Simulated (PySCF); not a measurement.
# CH$_{8}$B$_{2}$O: geometry relaxation

System: CH$_{8}$B$_{2}$O.
Method: PBE0-D3(BJ)/ma-def2-SVP geometry optimisation, gas phase (PySCF 2.14.0).

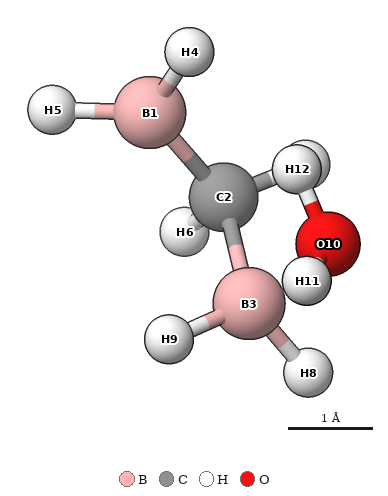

*The input geometry (ball-and-stick view, seen at a tilt; atoms are numbered from 1 in the order of the input). Sticks are drawn by distance; a stretched bond gets none, so the picture shows separate pieces.*

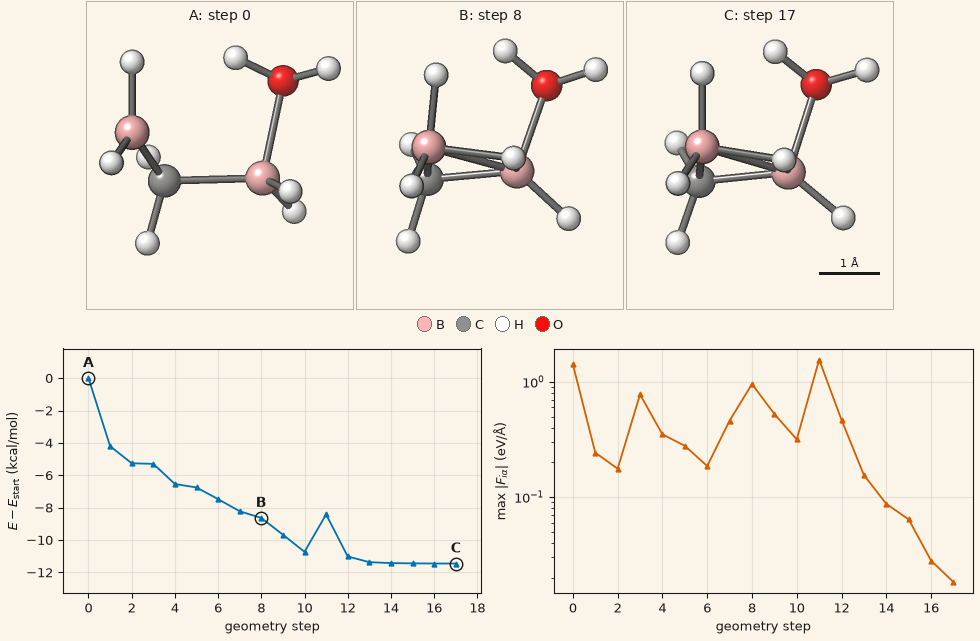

*Frames of the relaxation (ball-and-stick view, seen at a tilt) above the curves, on which the letters mark them (steps are counted from 0).*

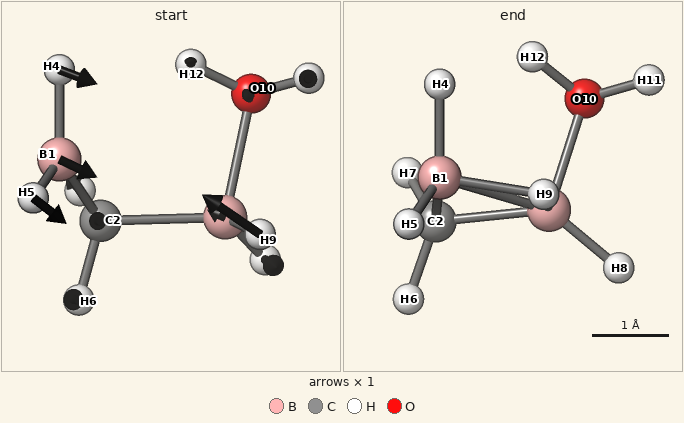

*Before (left) and after (right) the relaxation, at one scale (ball-and-stick view, seen at a tilt). The black arrows give the displacements, at true length.*

The energy falls by 11.4 kcal/mol in 17 geometry steps. The largest force component goes from 1.4 to 0.018 eV/Å. The atom that moves furthest after the best rigid fit is H9 (0.98 Å). Largest moves by element: H 0.98 Å, B 0.56 Å, C 0.29 Å, O 0.19 Å. Distances before and after: B1–H9 2.839 → 1.416 Å, B1–B3 2.583 → 1.867 Å, B3–H9 1.190 → 1.344 Å, C2–B3 1.653 → 1.560 Å. New bonds form: B1–B3 (2.58 → 1.87 Å). Among the angles that change: B1–C2–B3 107.8° → 72.6°, C2–B3–H8 113.8° → 130.6°, C2–B3–H9 114.9° → 102.0°. (Atoms are counted from 1 in the order of the input.)

These pictures come from the run below.

The input
```
{"job": {"xc": "PBE0", "basis": "ma-def2-SVP", "d3": "d3bj", "grid": 1, "kind": "geom"}, "charge": 0, "multiplicity": 1}
B     -0.624936     1.185698     0.199345
C     -0.392061    -0.275335    -0.235908
B      1.140665    -0.699349     0.215904
H     -0.159374     2.082669    -0.422539
H     -1.187254     1.457004     1.190486
H     -1.068340    -0.988729     0.230701
H     -0.442735    -0.435001    -1.313886
H      1.447199    -1.794619    -0.104409
H      1.431890    -0.409834     1.333042
O      2.110256     0.299021    -0.754378
H      2.870139     0.535171    -0.213874
H      1.511869     1.057468    -0.830915
```

The first line tells a small driver script what to run in PySCF; the rest is the geometry in Å.

Command:
```bash
OMP_NUM_THREADS=1 python <driver script> task.json out
```

The program's output
```
step   0  E = -167.48493762  max force = 0.027563
step   1  E = -167.49162751  max force = 0.004725
step   2  E = -167.49331332  max force = 0.003428
step   3  E = -167.49337118  max force = 0.015100
step   4  E = -167.49535402  max force = 0.006811
step   5  E = -167.49569418  max force = 0.005415
step   6  E = -167.49684178  max force = 0.003617
step   7  E = -167.49803562  max force = 0.008957
step   8  E = -167.49869642  max force = 0.018609
step   9  E = -167.50034048  max force = 0.010230
step  10  E = -167.50202796  max force = 0.006155
step  11  E = -167.49834740  max force = 0.030310
step  12  E = -167.50248378  max force = 0.009089
step  13  E = -167.50304552  max force = 0.003017
step  14  E = -167.50313657  max force = 0.001698
step  15  E = -167.50316359  max force = 0.001244
step  16  E = -167.50317785  max force = 0.000547
step  17  E = -167.50318281  max force = 0.000356
optimisation converged
```

Trajectory as extended XYZ (Å, eV, eV/Å), 18 frames, from step=0 to step=17
```
12
Properties=species:S:1:pos:R:3:forces:R:3 step=0 energy=-4557.49729
B    -0.6249    1.1857    0.1993    0.1800  -1.4173  -0.3421
C    -0.3921   -0.2753   -0.2359    0.2929   0.5098   0.0340
B     1.1407   -0.6994    0.2159   -0.8974   0.4207  -0.4008
H    -0.1594    2.0827   -0.4225    0.5142   0.7064  -0.4590
H    -1.1872    1.4570    1.1905   -0.4583   0.3160   0.8346
H    -1.0683   -0.9887    0.2307   -0.1937  -0.3100   0.3201
H    -0.4427   -0.4350   -1.3139    0.0223  -0.0571  -0.4975
H     1.4472   -1.7946   -0.1044    0.2327  -0.7571  -0.2267
H     1.4319   -0.4098    1.3330    0.3723   0.2879   0.6769
O     2.1103    0.2990   -0.7544   -0.3843  -0.4021   0.1420
H     2.8701    0.5352   -0.2139    0.1218   0.2740  -0.0050
H     1.5119    1.0575   -0.8309    0.1977   0.4289  -0.0765
12
Properties=species:S:1:pos:R:3:forces:R:3 step=1 energy=-4557.67933
B    -0.5879    1.0647    0.2821    0.0643   0.0799   0.0232
C    -0.4379   -0.3475   -0.2595   -0.1810  -0.1498  -0.1151
B     1.1131   -0.6434    0.1900   -0.0536   0.0358   0.0637
H    -0.0339    2.0075   -0.2974    0.0069  -0.0589   0.0603
H    -1.1325    1.3499    1.3262    0.0604  -0.0256  -0.0189
H    -1.0742   -1.1074    0.2207    0.0489   0.0278   0.0160
H    -0.4836   -0.4851   -1.3525    0.0619   0.0372   0.0193
H     1.5059   -1.7529   -0.1266    0.0201   0.0574   0.0435
H     1.4602   -0.3024    1.3190   -0.0574   0.0237  -0.0597
O     1.9869    0.3939   -0.7994    0.1426   0.2430   0.0392
H     2.8391    0.5942   -0.3880   -0.0263  -0.1134  -0.0741
H     1.4903    1.2370   -0.8198   -0.0865  -0.1572   0.0026
12
Properties=species:S:1:pos:R:3:forces:R:3 step=2 energy=-4557.72520
B    -0.4970    1.0137    0.3879    0.0892   0.1763   0.1089
C    -0.4949   -0.3427   -0.2869   -0.1124  -0.1010  -0.0372
B     1.0664   -0.5967    0.1716    0.0740  -0.0061  -0.1051
H     0.1110    1.9635   -0.1370   -0.1267  -0.0806   0.0937
H    -0.9649    1.2530    1.4837    0.0809  -0.0793  -0.1179
H    -1.1264   -1.1162    0.1741    0.0235   0.0257  -0.0177
H    -0.5360   -0.4237   -1.3839    0.0577   0.0397   0.0602
H     1.4789   -1.7178   -0.0875   -0.0459   0.1251   0.1214
H     1.4243   -0.1887    1.2793   -0.0973   0.0199  -0.1087
O     1.9049    0.3923   -0.8868    0.1589  -0.0604  -0.0185
H     2.8222    0.5081   -0.6079   -0.0164  -0.0393  -0.0012
H     1.4601    1.2608   -0.8139   -0.0855  -0.0200   0.0222
12
Properties=species:S:1:pos:R:3:forces:R:3 step=3 energy=-4557.72678
B    -0.3285    0.9407    0.4924    0.2406   0.5147   0.4737
C    -0.5839   -0.2550   -0.3927    0.0538  -0.2266   0.4184
B     0.9469   -0.5106    0.1728    0.4578  -0.6078  -0.7765
H     0.3306    1.9093    0.0731   -0.2267  -0.0390   0.0215
H    -0.6521    1.0221    1.6608   -0.2771   0.0901  -0.2267
H    -1.2423   -1.0251    0.0269   -0.0429  -0.0422  -0.1025
H    -0.6001   -0.2581   -1.4890    0.0948   0.1283   0.0539
H     1.3322   -1.6660    0.0950   -0.0924   0.1729   0.2577
H     1.2708    0.0320    1.2342   -0.1836   0.0174  -0.1577
O     1.8832    0.2895   -0.9544   -0.2040  -0.2141  -0.0989
H     2.8117    0.3467   -0.7026    0.0444   0.0856   0.0801
H     1.4789    1.1805   -0.9233    0.1354   0.1207   0.0570
12
Properties=species:S:1:pos:R:3:forces:R:3 step=4 energy=-4557.78074
B    -0.3670    0.9549    0.6146    0.3502   0.1101  -0.0702
C    -0.5552   -0.2715   -0.2632    0.0788  -0.1313   0.0678
B     1.0251   -0.5312    0.1116   -0.1877  -0.1776  -0.2542
H     0.2684    1.9252    0.1798   -0.1211   0.0062  -0.0444
H    -0.7609    1.0736    1.7532    0.0494  -0.0954  -0.0154
H    -1.1893   -1.0737    0.1326   -0.0344  -0.0124  -0.0353
H    -0.6228   -0.2130   -1.3582   -0.0503   0.0562   0.0601
H     1.4231   -1.6745    0.0069   -0.0090   0.0397   0.1230
H     1.4271    0.0187    1.1422   -0.0447   0.0491   0.0176
O     1.7951    0.3012   -1.0987   -0.2113  -0.0393   0.1480
H     2.7537    0.2904   -0.9978    0.0746   0.1011   0.0791
H     1.4584    1.2041   -0.9292    0.1055   0.0935  -0.0761
12
Properties=species:S:1:pos:R:3:forces:R:3 step=5 energy=-4557.78999
B    -0.2944    1.0093    0.5387   -0.1489  -0.2463   0.0629
C    -0.5638   -0.2360   -0.3044    0.1549   0.0829  -0.1715
B     0.9721   -0.6079    0.1033   -0.0954   0.2785  -0.0581
H     0.3280    1.9591    0.0612    0.0788  -0.0088   0.0141
H    -0.6914    1.1552    1.6707    0.0373  -0.0082   0.0205
H    -1.2620   -0.9813    0.0921   -0.0292  -0.0168   0.0214
H    -0.6254   -0.1772   -1.3996   -0.0734   0.0119   0.0012
H     1.3318   -1.7576   -0.0002    0.0185  -0.0560   0.0491
H     1.3263   -0.1052    1.1755    0.0404   0.1152   0.0869
O     1.8743    0.2609   -0.9925   -0.0246  -0.2205  -0.1153
H     2.7886    0.3424   -0.6948    0.0269   0.0189   0.0053
H     1.4667    1.1490   -0.9522    0.0146   0.0493   0.0835
12
Properties=species:S:1:pos:R:3:forces:R:3 step=6 energy=-4557.82122
B    -0.2703    0.9732    0.5591    0.0629  -0.0977   0.1425
C    -0.5755   -0.2321   -0.3266    0.0553  -0.0578  -0.0818
B     0.9574   -0.5739    0.0987   -0.0345   0.0132  -0.1860
H     0.3683    1.9258    0.1064   -0.0113   0.0397   0.0009
H    -0.6516    1.0880    1.6994   -0.0407   0.0255   0.0120
H    -1.2730   -0.9810    0.0673    0.0088  -0.0077  -0.0069
H    -0.6500   -0.1622   -1.4193   -0.0200   0.0715  -0.0033
H     1.3281   -1.7249    0.0503    0.0257  -0.0129   0.1138
H     1.2931   -0.0265    1.1614   -0.0427   0.1145   0.0335
O     1.8701    0.2480   -1.0103   -0.0144  -0.0765  -0.0754
H     2.7826    0.3343   -0.7053    0.0023  -0.0218  -0.0107
H     1.4713    1.1421   -0.9828    0.0086   0.0100   0.0612
12
Properties=species:S:1:pos:R:3:forces:R:3 step=7 energy=-4557.85371
B    -0.2211    0.9266    0.5906    0.2612   0.1047   0.2541
C    -0.5829   -0.2209   -0.3597   -0.0131  -0.2150   0.0603
B     0.9340   -0.5413    0.0869    0.0296  -0.3802  -0.4606
H     0.4195    1.8927    0.1684   -0.1022   0.1108  -0.0285
H    -0.5962    0.9997    1.7366   -0.1446   0.0830  -0.0050
H    -1.2855   -0.9676    0.0301    0.0097  -0.0113  -0.0536
H    -0.6794   -0.1203   -1.4473    0.0192   0.1431   0.0122
H     1.3264   -1.6846    0.1348    0.0443   0.0288   0.1917
H     1.2210    0.0837    1.1320   -0.0935   0.1039   0.0186
O     1.8676    0.2178   -1.0340   -0.0527   0.0316   0.0229
H     2.7754    0.3112   -0.7154    0.0087  -0.0349  -0.0231
H     1.4720    1.1143   -1.0245    0.0334   0.0354   0.0110
12
Properties=species:S:1:pos:R:3:forces:R:3 step=8 energy=-4557.87169
B    -0.1324    0.8524    0.6656    0.2960   0.6442   0.2652
C    -0.5924   -0.1981   -0.3790   -0.0945  -0.5157   0.1543
B     0.9020   -0.5155    0.0468   -0.0216  -0.9569  -0.8820
H     0.4829    1.8437    0.2603   -0.2819   0.2994  -0.0461
H    -0.5019    0.8774    1.8159   -0.2320   0.1462  -0.0093
H    -1.3107   -0.9445   -0.0176    0.0057   0.0177  -0.0539
H    -0.7405   -0.0022   -1.4468    0.0489   0.2240   0.0490
H     1.3392   -1.6264    0.2385    0.0649   0.0917   0.2162
H     1.1308    0.2246    1.0556    0.1347  -0.1395   0.2365
O     1.8340    0.1763   -1.0871    0.0731   0.2454   0.1938
H     2.7544    0.2288   -0.7925    0.0227  -0.0724  -0.0506
H     1.4886    1.0946   -1.0597   -0.0160   0.0160  -0.0732
12
Properties=species:S:1:pos:R:3:forces:R:3 step=9 energy=-4557.91642
B    -0.2075    0.8929    0.6504    0.5260   0.0570  -0.0123
C    -0.5598   -0.2117   -0.3907   -0.4873  -0.3510   0.1975
B     0.9201   -0.5289    0.0573    0.0705  -0.3729  -0.3339
H     0.3337    1.9210    0.2242   -0.0284   0.0229   0.0271
H    -0.6017    0.9149    1.7946   -0.1478   0.0554  -0.0504
H    -1.2763   -0.9742   -0.0583   -0.0012   0.0241  -0.0454
H    -0.6951    0.0014   -1.4582    0.0722   0.1321   0.0504
H     1.3697   -1.6355    0.2670   -0.0209   0.0952   0.1018
H     1.1542    0.2054    1.0804   -0.1072   0.0769   0.0424
O     1.8562    0.1739   -1.0667    0.1314   0.3027   0.1725
H     2.7930    0.1418   -0.8263   -0.0034  -0.0293  -0.0071
H     1.5715    1.1078   -0.9744   -0.0041  -0.0132  -0.1425
12
Properties=species:S:1:pos:R:3:forces:R:3 step=10 energy=-4557.96234
B    -0.1206    0.8634    0.6982    0.3165  -0.0852   0.0673
C    -0.5981   -0.2107   -0.3365    0.0177  -0.0393  -0.1971
B     0.9067   -0.5587   -0.0050   -0.1278  -0.2251  -0.1452
H     0.4412    1.8608    0.2314   -0.0782   0.1344   0.0357
H    -0.5180    0.9359    1.8383   -0.0113   0.0279   0.0115
H    -1.3313   -0.9574   -0.0162   -0.0036  -0.0161   0.0698
H    -0.7724    0.0876   -1.3777   -0.0152   0.0261   0.0049
H     1.3714   -1.6591    0.1844    0.0227   0.0328   0.0413
H     1.1774    0.1349    1.0532   -0.1285   0.1392   0.0917
O     1.8239    0.2020   -1.1014    0.0606   0.0094   0.0377
H     2.7578    0.1825   -0.8502    0.0067  -0.0160  -0.0265
H     1.5206    1.1305   -1.0130   -0.0597   0.0120   0.0088
12
Properties=species:S:1:pos:R:3:forces:R:3 step=11 energy=-4557.86219
B     0.0199    0.8180    0.7232   -1.2161   0.8259  -0.3465
C    -0.6052   -0.1549   -0.3872   -0.3315  -0.1729  -0.2318
B     0.8347   -0.6029   -0.0714    0.1445  -0.2214  -0.3295
H     0.5078    1.8371    0.2113    0.1083   0.0416   0.1752
H    -0.4081    0.9134    1.8519   -0.1396   0.0571  -0.0421
H    -1.4013   -0.8431   -0.0858   -0.0093  -0.0144   0.0658
H    -0.8220    0.2841   -1.3681    0.0353  -0.0151   0.0050
H     1.3201   -1.6608    0.2473   -0.0964  -0.0422   0.0562
H     1.0285    0.1444    1.0251    1.5586  -0.5202   0.6641
O     1.8612    0.1274   -1.0703   -0.0679  -0.0735  -0.0787
H     2.7754    0.0984   -0.7546   -0.0179   0.0154   0.0145
H     1.5503    1.0564   -1.0108    0.0321   0.1197   0.0478
12
Properties=species:S:1:pos:R:3:forces:R:3 step=12 energy=-4557.97475
B    -0.0650    0.8437    0.6955   -0.1064   0.0493   0.0213
C    -0.5951   -0.2110   -0.3649   -0.1340  -0.0454  -0.1824
B     0.8837   -0.5747   -0.0319   -0.0131  -0.1991  -0.2737
H     0.4537    1.8632    0.2196   -0.0161   0.0442   0.0502
H    -0.4704    0.9176    1.8338   -0.1285   0.0681  -0.0259
H    -1.3412   -0.9406   -0.0320   -0.0064   0.0088   0.0373
H    -0.8046    0.1283   -1.3861   -0.0025   0.0195   0.0016
H     1.3776   -1.6470    0.2207   -0.0060   0.0024   0.0989
H     1.0826    0.1573    1.0448    0.4674   0.0129   0.2486
O     1.8481    0.1850   -1.0826   -0.0422  -0.0227   0.0057
H     2.7724    0.1839   -0.7967   -0.0176   0.0016  -0.0003
H     1.5170    1.1063   -1.0145    0.0054   0.0604   0.0186
12
Properties=species:S:1:pos:R:3:forces:R:3 step=13 energy=-4557.99003
B    -0.0610    0.8491    0.7087    0.0854   0.0365  -0.0143
C    -0.5995   -0.1873   -0.3652   -0.0019  -0.0889   0.0453
B     0.8753   -0.5857   -0.0294    0.0531  -0.0500  -0.1552
H     0.4732    1.8668    0.2457   -0.0138   0.0400   0.0296
H    -0.4956    0.9303    1.8367    0.0043  -0.0049  -0.0195
H    -1.3612   -0.9029   -0.0368   -0.0061   0.0126   0.0166
H    -0.7946    0.1619   -1.3854    0.0157   0.0139  -0.0143
H     1.3510   -1.6653    0.2281   -0.0141  -0.0181   0.0103
H     1.1466    0.1450    1.0427   -0.0878   0.0565   0.0764
O     1.8368    0.1653   -1.0958   -0.0559  -0.0387   0.0026
H     2.7663    0.1431   -0.8300    0.0038   0.0132   0.0065
H     1.5243    1.0925   -1.0144    0.0173   0.0278   0.0161
12
Properties=species:S:1:pos:R:3:forces:R:3 step=14 energy=-4557.99251
B    -0.0598    0.8506    0.6939    0.0280  -0.0656   0.0842
C    -0.5963   -0.2032   -0.3702    0.0252   0.0292   0.0002
B     0.8813   -0.5856   -0.0361   -0.0383  -0.0488  -0.0158
H     0.4724    1.8725    0.2367   -0.0096   0.0164  -0.0142
H    -0.5022    0.9355    1.8184   -0.0188   0.0164  -0.0163
H    -1.3561   -0.9152   -0.0311   -0.0077   0.0149   0.0206
H    -0.7964    0.1433   -1.3906    0.0090  -0.0129  -0.0128
H     1.3660   -1.6582    0.2365   -0.0031  -0.0029  -0.0041
H     1.1294    0.1497    1.0508   -0.0345   0.0396   0.0100
O     1.8302    0.1761   -1.0866    0.0873   0.0070  -0.0632
H     2.7632    0.1390   -0.8339   -0.0020  -0.0066   0.0013
H     1.5311    1.1066   -0.9805   -0.0354   0.0133   0.0102
12
Properties=species:S:1:pos:R:3:forces:R:3 step=15 energy=-4557.99324
B    -0.0456    0.8451    0.7014   -0.0215  -0.0086  -0.0412
C    -0.5937   -0.2001   -0.3724   -0.0269   0.0283   0.0004
B     0.8771   -0.5944   -0.0464   -0.0001  -0.0013  -0.0073
H     0.4859    1.8682    0.2427   -0.0092   0.0054  -0.0086
H    -0.5057    0.9379    1.8177    0.0060  -0.0049  -0.0005
H    -1.3607   -0.9008   -0.0250   -0.0001   0.0028  -0.0069
H    -0.8016    0.1552   -1.3883    0.0033  -0.0099  -0.0031
H     1.3634   -1.6639    0.2340    0.0034   0.0010  -0.0048
H     1.1217    0.1494    1.0475    0.0640  -0.0122   0.0486
O     1.8352    0.1726   -1.0934   -0.0214  -0.0199   0.0133
H     2.7649    0.1442   -0.8284    0.0029   0.0018   0.0036
H     1.5224    1.0991   -0.9829   -0.0004   0.0175   0.0066
12
Properties=species:S:1:pos:R:3:forces:R:3 step=16 energy=-4557.99363
B    -0.0468    0.8465    0.6960   -0.0281   0.0118  -0.0003
C    -0.5953   -0.1957   -0.3769    0.0194  -0.0058   0.0134
B     0.8752   -0.5946   -0.0432    0.0031  -0.0084  -0.0188
H     0.4822    1.8696    0.2338    0.0195  -0.0060   0.0144
H    -0.5062    0.9403    1.8123   -0.0044   0.0038   0.0032
H    -1.3648   -0.8949   -0.0326    0.0002  -0.0022  -0.0062
H    -0.7946    0.1556   -1.3958    0.0030  -0.0009   0.0001
H     1.3551   -1.6684    0.2321    0.0029   0.0011  -0.0003
H     1.1227    0.1415    1.0546   -0.0012   0.0157  -0.0103
O     1.8394    0.1724   -1.0850   -0.0139  -0.0122  -0.0026
H     2.7682    0.1405   -0.8169   -0.0007  -0.0009   0.0023
H     1.5289    1.0998   -0.9720    0.0003   0.0040   0.0051
12
Properties=species:S:1:pos:R:3:forces:R:3 step=17 energy=-4557.99377
B    -0.0509    0.8485    0.6955    0.0183  -0.0113   0.0179
C    -0.5944   -0.1965   -0.3763    0.0023   0.0082  -0.0055
B     0.8762   -0.5942   -0.0418   -0.0007  -0.0001   0.0049
H     0.4865    1.8705    0.2405   -0.0049  -0.0006  -0.0081
H    -0.5104    0.9406    1.8120   -0.0012   0.0020  -0.0011
H    -1.3645   -0.8961   -0.0340   -0.0007   0.0016   0.0004
H    -0.7909    0.1524   -1.3967    0.0013  -0.0036  -0.0010
H     1.3574   -1.6673    0.2334    0.0004  -0.0024   0.0000
H     1.1246    0.1453    1.0526   -0.0175   0.0007  -0.0018
O     1.8363    0.1715   -1.0861    0.0036   0.0048  -0.0071
H     2.7660    0.1379   -0.8214   -0.0013   0.0000   0.0010
H     1.5276    1.0994   -0.9712    0.0004   0.0008   0.0004
```

Results in brief

```tsv
quantity	value
outcome	converged
total energy	−167.503183 hartree
dipole moment	4.63 D
point group	C1
hardware	1 CPU thread, shared host
wall time	56 s
peak memory	0.51 GiB
```
